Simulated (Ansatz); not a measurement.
# AlOF2 (SMILES [O][Al]([F])[F]) at 6 levels

Aim: a comparison of 6 runs (UBLYP/STO-3G, UCAM-B3LYP/STO-3G, UHSE06/STO-3G, UPBE/STO-3G, UMP2/STO-3G, UCCSD/STO-3G) of AlOF2. 

The results are computed with Ansatz 0.2.0.

61 further runs of the same task are left out: 15 that didn't finish, 46 set aside as unsound or not needed.

## (1) The structure to begin with

AlOF2: 4 atoms, total charge 0, spin state doublet. As SMILES, `[O][Al]([F])[F]`. The F4–Al2 distance was set to 4.076 Å, away from the relaxed value. At this shape a bond of the SMILES string is far longer than usual.

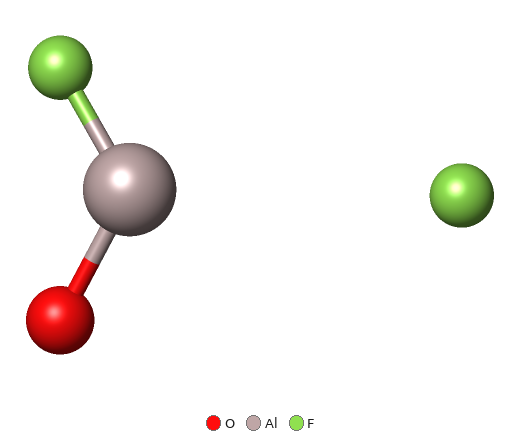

Viewed from a chosen angle; oxygen red, aluminium light grey, fluorine green.

## (2) The energy at UBLYP/STO-3G (run 1)

File job.yaml:

```yaml
crystal:
  periodic: [false, false, false]
  atoms:
    - {symbol: O, position_ang: [-0.593592, -2.776288, 2.194344]}
    - {symbol: Al, position_ang: [-1.277092, -1.861088, 0.901944]}
    - {symbol: F, position_ang: [-2.753692, -2.266988, 0.341844]}
    - {symbol: F, position_ang: [0.850400, 1.247900, -0.655300]}
basis:
  gaussian:
    orbitals: STO-3G
magnetization:
  spin_polarized: true
  initial_magnetization: 1
accuracy: high
hamiltonian:
  xc: {name: BLYP}
```

Started as:

```
$ ansatz run job.yaml --threads 1 --pin off --max-ram 2610MiB --events-out events.jsonl --progress --plain --runs-dir runs
```

The program printed:

```text
Warning: RAYON_NUM_THREADS=1 ignored (pool sized by the plan → 1); use --threads N
Functional definition: BLYP
  name "BLYP"
  parameter beta = 0.0042
  parameter a = 0.04918
  parameter b = 0.132
  parameter c = 0.2533
  parameter d = 0.349
  exchange = b88_x(beta = beta)
  correlation = lyp_c(a = a, b = b, c = c, d = d)
405 factors; integrals over basis functions are off by at most 2.6e-8 eV
mean field evaluation 1: about -13870.1829 eV, gradient 3.5e1 eV
mean field evaluation 2: about -13682.1430 eV, gradient 1.2e2 eV
mean field evaluation 4: about -13843.2413 eV, gradient 6.1e1 eV
mean field evaluation 8: about -13883.1971 eV, gradient 1.5e0 eV
mean field evaluation 16: about -13883.2300 eV, gradient 9.1e-4 eV
mean field evaluation 32: about -13883.2336 eV, gradient 3.6e-3 eV
mean field evaluation 64: about -13883.2093 eV, gradient 8.5e-1 eV
mean field evaluation 96: about -13883.2022 eV, gradient 8.3e-1 eV
mean field evaluation 128: about -13882.5614 eV, gradient 6.8e0 eV
mean field evaluation 160: about -13883.2089 eV, gradient 1.2e0 eV
mean field evaluation 192: about -13883.2241 eV, gradient 3.5e-1 eV
mean field evaluation 224: about -13883.2299 eV, gradient 4.9e-5 eV
mean field evaluation 256: about -13883.2312 eV, gradient 2.1e-2 eV
mean field -13883.23337826 eV, -510.1994162574 hartree, gradient 8.4e-8 eV, S^2 0.942979; 11 other end points of the search recorded, 0 dependent functions left out
reference -13883.23341046 eV, -510.1994174407 hartree; 20, 19 occupied and 4, 5 virtual orbitals, 405 factors
Total energy: -13883.23341046 eV, -510.1994174407 hartree
```

It took 35 s on 1 thread of Arm Neoverse V2, shared host; peak memory 0.14 GiB.

## (3) A single-point energy at UCAM-B3LYP/STO-3G (run 2)

File in.yaml:

```yaml
crystal:
  periodic: [false, false, false]
  atoms:
    - symbol: O
      position_ang: [-0.593592, -2.776288, 2.194344]
    - symbol: Al
      position_ang: [-1.277092, -1.861088, 0.901944]
    - symbol: F
      position_ang: [-2.753692, -2.266988, 0.341844]
    - symbol: F
      position_ang: [0.850400, 1.247900, -0.655300]
basis:
  gaussian:
    orbitals: STO-3G
magnetization:
  spin_polarized: true
  initial_magnetization: 1
hamiltonian:
  xc: {name: CAM-B3LYP}
accuracy: high
```

Started as:

```
$ ansatz run in.yaml --threads 1 --pin off --max-ram 2610MiB --events-out events.jsonl --progress --plain --runs-dir runs
```

The program printed (excerpt; [...] marks lines left out):

```text
Warning: RAYON_NUM_THREADS=1 ignored (pool sized by the plan → 1); use --threads N
Functional definition: CAM-B3LYP
  name "CAM-B3LYP"
[...]
405 factors; integrals over basis functions are off by at most 2.6e-8 eV
171 factors; integrals over basis functions are off by at most 1.8e-9 eV
[...]
mean field -13882.40680134 eV, -510.1690401161 hartree, gradient 7.0e-8 eV, S^2 1.400655; 10 other end points of the search recorded, 0 dependent functions left out
reference -13882.40681289 eV, -510.1690405404 hartree; 20, 19 occupied and 4, 5 virtual orbitals, 405 factors
Total energy: -13882.40681289 eV, -510.1690405404 hartree
```

It took 30 s on 1 thread of Arm Neoverse V2, shared host; peak memory 0.15 GiB.

Run 3 isn't shown in full; the table further down has it.

## (4) The energy at UPBE/STO-3G (run 4)

File run.yaml:

```yaml
basis:
  gaussian: {orbitals: STO-3G}
crystal:
  periodic: [false, false, false]
  atoms:
    - {symbol: O, position_ang: [-0.593592, -2.776288, 2.194344]}
    - {symbol: Al, position_ang: [-1.277092, -1.861088, 0.901944]}
    - {symbol: F, position_ang: [-2.753692, -2.266988, 0.341844]}
    - {symbol: F, position_ang: [0.850400, 1.247900, -0.655300]}
magnetization: {spin_polarized: true, initial_magnetization: 1}
hamiltonian: {xc: pbe}
accuracy: high
```

Started as:

```
$ ansatz run run.yaml --threads 1 --pin off --max-ram 2610MiB --events-out events.jsonl --progress --plain --runs-dir runs
```

The program printed (excerpt; [...] marks lines left out):

```text
Warning: RAYON_NUM_THREADS=1 ignored (pool sized by the plan → 1); use --threads N
Functional definition: PBE
  name "PBE"
[...]
405 factors; integrals over basis functions are off by at most 2.6e-8 eV
[...]
mean field -13874.66632838 eV, -509.8845829812 hartree, gradient 2.3e-8 eV, S^2 0.962250; 11 other end points of the search recorded, 0 dependent functions left out
reference -13874.66632981 eV, -509.8845830338 hartree; 20, 19 occupied and 4, 5 virtual orbitals, 405 factors
Total energy: -13874.66632981 eV, -509.8845830338 hartree
```

Wall time 38 s (1 thread of Arm Neoverse V2, shared host); peak memory 0.14 GiB.

Run 5 isn't shown in full; the table further down has it.

## (5) A single-point energy at UCCSD/STO-3G (run 6)

File input.yaml:

```yaml
crystal:
  periodic: [false, false, false]
  atoms:
    - {symbol: O, position_ang: [-0.593592, -2.776288, 2.194344]}
    - {symbol: Al, position_ang: [-1.277092, -1.861088, 0.901944]}
    - {symbol: F, position_ang: [-2.753692, -2.266988, 0.341844]}
    - {symbol: F, position_ang: [0.850400, 1.247900, -0.655300]}
basis:
  gaussian: {orbitals: STO-3G}
magnetization: {spin_polarized: true, initial_magnetization: 1}
correlation: {method: ccsd, frozen_orbitals: {Al: 5, F: 1, O: 1}}
accuracy: high
scf: {omitted_lower_state_checks: [cluster_reference, increment]}
```

Started as:

```
$ ansatz run input.yaml --threads 1 --pin off --max-ram 2610MiB --events-out events.jsonl --progress --plain --runs-dir runs
```

The program printed:

```text
Warning: RAYON_NUM_THREADS=1 ignored (pool sized by the plan → 1); use --threads N
[... 19 lines left out ...]
8 core orbitals not correlated: weight in the atoms' cores, before any rotation towards them, 1.000 or more for the frozen orbitals, at most 0.000 for the correlated occupied ones
[... 128 lines left out ...]
Total energy: -13849.16524975 eV, -508.9474356270 hartree
Checks for a lower state left out: cluster_reference, increment
```

Run time: 1.9 s. Hardware: 1 thread of Arm Neoverse V2, shared host.

## (6) The series

```
run              level  frozen core orbitals  energy (Eh)   ⟨S²⟩  wall time
  1       UBLYP/STO-3G                     –  -510.199417  0.943       35 s
  2  UCAM-B3LYP/STO-3G                     –  -510.169041  1.401       30 s
  3      UHSE06/STO-3G                     –  -509.950188  1.368       37 s
  4        UPBE/STO-3G                     –  -509.884583  0.962       38 s
  5        UMP2/STO-3G                     8  -508.919026  1.685      1.1 s
  6       UCCSD/STO-3G                     8  -508.947436  1.685      1.9 s
```

## (7) Summary of results

```
                                          quantity          value
                               run 6: total energy  -508.94744 Eh
run 6: correlation energy (8 core orbitals frozen)      -78.4 mEh
          run 6: ⟨S²⟩ of the reference determinant          1.685
                              run 6: T1 diagnostic          0.074
```

Totals of different functionals can't be ranked against each other. In runs 1, 2, 3, 4, 5, 6 the basis is minimal, so the values are rough. Spin contamination of the reference: run 5 ⟨S²⟩ = 1.68, run 6 ⟨S²⟩ = 1.68, run 2 ⟨S²⟩ = 1.40, run 3 ⟨S²⟩ = 1.37, run 4 ⟨S²⟩ = 0.96, run 1 ⟨S²⟩ = 0.94. Where it is this large, the reference is a mixture of spin states, and values that rest on it are in doubt. All runs together took 2.4 min, the longest 38 s.
